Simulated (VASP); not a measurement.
Band structure of Ca (fcc). Computed with rev-vdW-DF2, VASP's PBE PAW potentials (set 64) (plane waves; VASP 6.6.1).

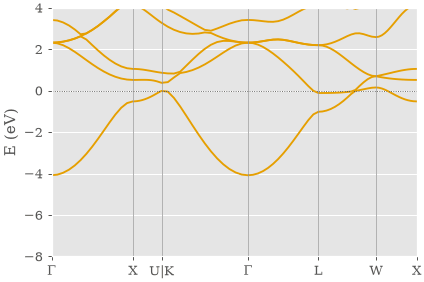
Bands along high-symmetry lines, zero at the valence-band maximum or, without a gap, the Fermi level

Read the plot: is there a gap, and where are the band edges?

It has no gap at this level: it comes out as a metal or semimetal. (Edges off the drawn lines would not show.)

The compound is Ca in the fcc structure. It was relaxed first, which changed the volume by -6 %.
